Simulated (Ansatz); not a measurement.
# Phonons of Al2V in the C11b ordering, part 3 of 3

Question: is the lattice of Al2V in the C11b ordering stable, and if so, what are its coupling constant and resistivity?

Ansatz 0.2.0; DFT PBEsol, scalar-relativistic, plane waves, PAW.

So far, highest frequency, solved or plainly interpolated (cm⁻¹): step 5 (phonons: q 2×2×2, k 6×6×6) 376. Also lowest on path (cm⁻¹): step 5 -240. The relaxed cell has a = 3.018, c = 9.530 Å (conventional setting).

The structure was built from a prototype and need not be the compound's stable phase.

**6. Phonons: q 2×2×2, k 8×8×8**

An imaginary mode on so few k-points may come from the sampling, so the phonons are repeated with another k mesh.

input.yaml reads:

```yaml
crystal:
  lattice:
    - [3.018057798, 0.0, 1.5956e-06]
    - [0.0, 3.018057798, 1.5956e-06]
    - [1.5090263798, 1.5090263798, 4.7648830954]
  atoms:
    - { symbol: V, position: [0.0, 0.0, 0.0] }
    - { symbol: Al, position: [0.6597880346, 0.6597880346, 0.6804239309] }
    - { symbol: Al, position: [0.3402119654, 0.3402119654, 0.3195760691] }
kpoints:
  mp_grid: { grid: [8, 8, 8] }
hamiltonian:
  xc: pbesol
scf:
  occupations: { method: methfessel_paxton, width: 0.2 }
output:
  eigenvalues: true
phonons:
  method: dfpt
  qmesh: [2, 2, 2]
  temperatures: { t_max: 1000, t_step: 50 }
  qpath:
    path:
      - [[0.0, 0.0, 0.0], [0.5, 0.5, 0.5], [0.5, 0.5, 0.75], [0.5, 0.0, 0.5], [0.0, 0.0, 0.0], [0.0, 0.0, 0.5], [0.44985116, 0.0, 0.72492558]]
      - [[0.55014884, 0.0, 0.27507442], [0.0, 0.0, 0.0]]
      - [[0.5, 0.5, 0.5], [0.55014884, 0.44985116, 0.5]]
      - [[0.44985116, 0.44985116, 0.94985116], [0.0, 0.0, 0.5]]
    npoints: 10
```

The mesh is denser.

Started as:

```
$ ansatz run input.yaml --threads 4 --pin off --max-ram 8192MiB --backend cpu --events-out ev --progress --plain --runs-dir out
```

Numbers of over 12 decimals in the logs are rounded to 6 here.

The program printed:

```text
[...]
Crystal: 3 atoms, lattice volume = 43.402 Å³
Basis set: ecut = 420 eV, 843 PW (Γ), exchange–correlation on 72×72×72 points (8 copies of the dense FFT grid, shifted against one another)
Bands: 14, of which v1, the nominal top of the filled ones, is band 10 counted from 1 (9 counted from 0)
Symmetry: 16 space group operations
k-points: 59 of 512
[...]
SCF iter   1: F=—  HF=-3934.552092 eV  |F-HF|=—  |Δ(HF+E_count)|=         —  Δρ=9.92e-3  dr2=4.64e-2  ethr=1.77e-3  ⟨swp⟩=5.0  Hψ=4232  notcnv=0
[...]
SCF iter   9: F=-3934.541623 eV  HF=-3934.541623 eV  |F-HF|=3.18e-12  |Δ(HF+E_count)|=  1.00e-11  S|Δr|=    0.00e0  Δρ=5.62e-8  dr2=1.77e-12  ethr=1.00e-12  ⟨swp⟩=4.4  Hψ=2860  notcnv=0
SCF 1 converged in 9 iterations: F = -3934.541623 eV  dr2 = 1.77e-12
[...]
SCF converged after 9 iterations
[...]
Free energy (F): -3934.541623 eV
[...]
Internal energy: -3934.534751 eV  (E = F + TS)
E sigma→0 (E₀):  -3934.539905 eV
Entropy (-TS):   -0.006872 eV (-2.291 meV/atom)
Fermi energy:    11.070569 eV
[...]
--- Band table (eV; the first three rows and the last of 59) ---
  k-point 0: bands = [... 6 lower, 7.4017, 9.7482, 11.4099, 11.4099, 12.5284, 12.8638, 16.4633, 17.3745]
  k-point 1: bands = [... 6 lower, 8.2630, 9.7319, 11.4413, 11.4413, 12.5293, 12.9703, 16.5792, 16.8511]
  k-point 2: bands = [... 6 lower, 9.2099, 9.6936, 11.5213, 11.5213, 12.5314, 13.3424, 16.1933, 16.1933]
  k-point 58: bands = [... 6 lower, 7.8331, 9.1607, 10.1139, 10.1139, 10.8323, 12.9739, 13.4358, 14.0964]
[...]
ASR residual: 8.028e-6 → 0.000e0 eV/Å²; symmetrization residual: 2.112e-6 eV/Å²
  ASR residual per site (eV/Å²): 8.03e-6 4.38e-6 4.38e-6
  Γ frequencies (cm⁻¹): 0.00 0.00 0.00 281.75 281.75 293.64 298.17 298.17 299.15
--- Phonons (arbitrary-q DFPT): 4 irreducible q on the 2×2×2 mesh ---
[...]
interpolated dispersion: 94 rows × 9 modes
[...]
```

Wall time 39 s (4 threads of Arm Neoverse V2, shared host); peak memory 0.75 GiB.

This step gave:

* share of imaginary modes in the plain interpolation between solved wavevectors: 0.1451
* highest frequency, solved or plainly interpolated: 379.1 cm⁻¹

Solved on the 2×2×2 mesh alone; all other wavevectors are interpolated. Phonon branches along the path, in cm⁻¹:

```
     point  branch 1  branch 2  branch 3  branch 4  branch 5  branch 6  branch 7  branch 8  branch 9
         Γ         0         0         0       282       282       294       298       298       299
         X      -218      -200       205       245       255       276       314       330       361
         P      -210      -210       232       238       238       272       309       350       350
         N      -204       144       202       210       255       266       317       329       355
         Γ         0         0         0       282       282       294       298       298       299
         M       146       160       160       174       205       205       332       332       379
         S      -205        77       217       256       261       270       294       339       344
jump to S0      -205        77       217       256       261       270       294       339       344
         Γ         0         0         0       282       282       294       298       298       299
 jump to X      -218      -200       205       245       255       276       314       330       361
         R      -211      -195       206       236       238       291       314       332       360
 jump to G      -211      -195       206       236       238       291       314       332       360
         M       146       160       160       174       205       205       332       332       379
```

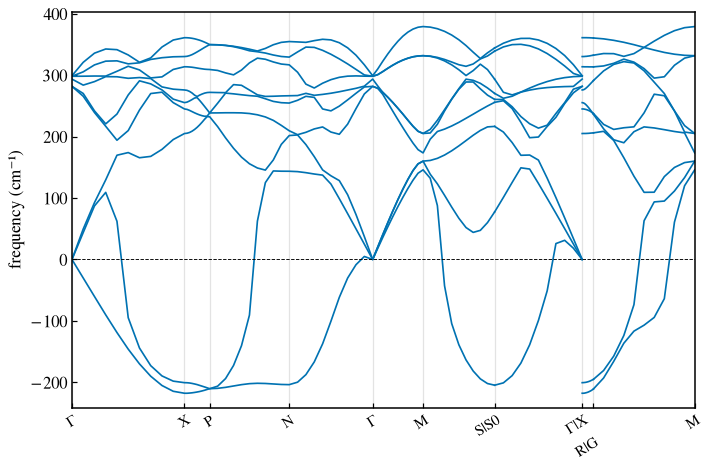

Phonon branches along the path.

Lowest modes at the softest wavevector of the mesh. The modes at q = (0.500, 0.500, 0.500) (shares of kinetic energy by element, %) (negative means imaginary):

| mode | frequency (cm⁻¹) | V % | Al % |
| --- | --- | --- | --- |
| 1 | -217.7 | 71 | 29 |
| 2 | -200.5 | 83 | 17 |
| 3 | 205.0 | 0 | 100 |
| 4 | 245.0 | 36 | 64 |
| 5 | 255.3 | 0 | 100 |
| 6 | 275.9 | 29 | 71 |

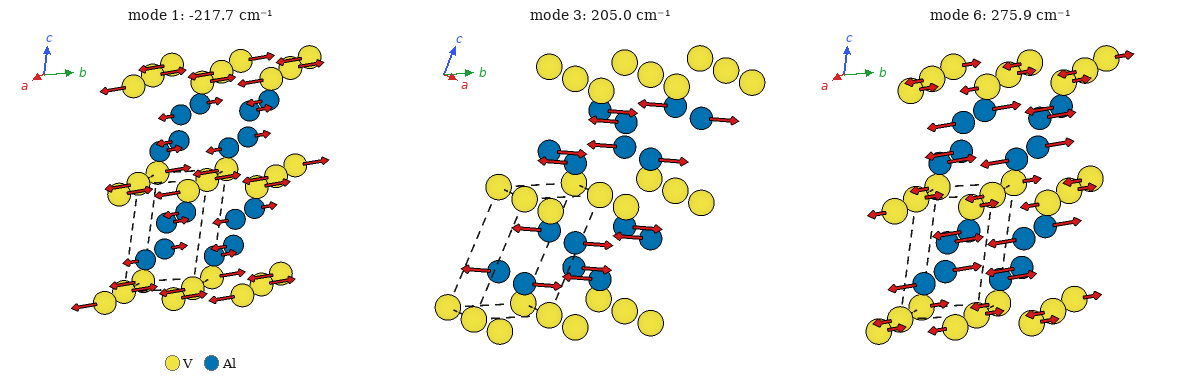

Displacement patterns of modes 1, 3 and 6 at q = (0.500, 0.500, 0.500); arrows are exaggerated. 2×2×2 cells are drawn. The axes are those of the cell as run, not the conventional ones. Some periodic images of atoms are drawn too.

The modes has structure finer than the step of the table below, so its rows give means over 25 cm⁻¹, whole bins alone (the curve runs from -227 to 400 cm⁻¹). Peaks (cm⁻¹: height): Al -199.3: 0.00671, 265.8: 0.0361, 340.7: 0.0535; V -199.3: 0.0166, 159.4: 0.00896, 309.2: 0.0133, 344.6: 0.0116.

Phonopy on the run's constants, 19x19x13 mesh, Gaussian sigma 4.5 cm⁻¹. The modes by wavenumber; means over each step; values in 1/cm⁻¹/cell:

```
wavenumber (cm⁻¹)       Al        V
             -200  0.00466   0.0116
             -175  0.00302  0.00703
             -150  0.00233  0.00491
             -125  0.00206  0.00372
             -100  0.00153  0.00268
              -75  0.00174  0.00259
              -50   8.1e-4  0.00115
              -25   5.9e-4   7.2e-4
                0   1.9e-4   2.1e-4
               25   5.1e-4   6.5e-4
               50  0.00160  0.00201
               75  0.00286  0.00336
              100  0.00497  0.00564
              125  0.00518  0.00655
              150  0.00708  0.00817
              175  0.00733  0.00655
              200   0.0127  0.00343
              225   0.0210  0.00400
              250   0.0274  0.00597
              275   0.0297  0.00748
              300   0.0265   0.0111
              325   0.0372   0.0103
              350   0.0366  0.00873
              375  0.00216   8.5e-4
```

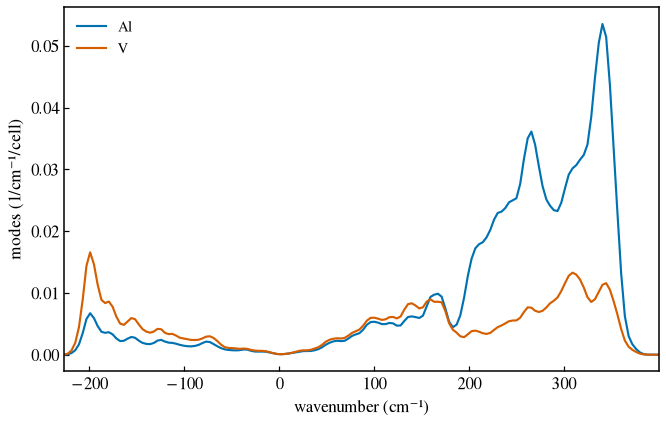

Modes against wavenumber.

No LO-TO term; unit eigenvectors of the mass-weighted matrix. Modes at Γ, with each element's share of the kinetic energy:

| mode | frequency (cm⁻¹) | symmetry | V % | Al % |
| --- | --- | --- | --- | --- |
| 1 | 0.0 | unnamed | 49 | 51 |
| 2 | 0.0 | unnamed | 49 | 51 |
| 3 | 0.0 | unnamed | 49 | 51 |
| 4 | 281.8 | Eg | 0 | 100 |
| 5 | 281.8 | Eg | 0 | 100 |
| 6 | 293.6 | A2u | 51 | 49 |
| 7 | 298.2 | unnamed | 51 | 49 |
| 8 | 298.2 | unnamed | 51 | 49 |
| 9 | 299.1 | unnamed | 0 | 100 |

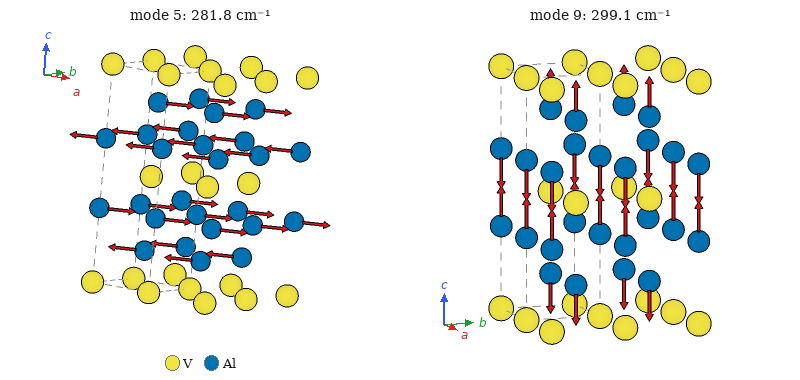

Displacement patterns of modes 5 and 9 at Γ; arrows are exaggerated. 2×2×1 conventional cells are drawn. Some periodic images of atoms are drawn too.

Among the solved wavevectors the lowest mode, translations apart, is -218 cm⁻¹, imaginary.

**7. Summary of results**

* phonon run of the rows without a label of their own: PBEsol, q 2×2×2, k 8×8×8
* softest mode on the q mesh: -218 cm⁻¹ at q = (0.5, 0.5, 0.5)
* highest frequency, solved or plainly interpolated: 379 cm⁻¹

What this shows: The lattice is dynamically unstable at this level: a mode at q = (0.5, 0.5, 0.5) is imaginary, 218i cm⁻¹, so no harmonic coupling constant or resistivity is defined for this structure. These meshes are coarse, and single modes of a metal can move by tens of cm⁻¹ with the k mesh. The phonon runs are not spin-polarised. The structure was built by hand as an ordered model, and its stability against other phases was not tested.

[Logs are printed without paths, hosts, clocks, repeated set-up lines and the standing remarks that a program may print on its own settings, such as how far it seeks lower states.]

[Hosts, paths, dates, database ids (printed as entryN), source tags and the programs' standing remarks are cut or masked in the printed files.]
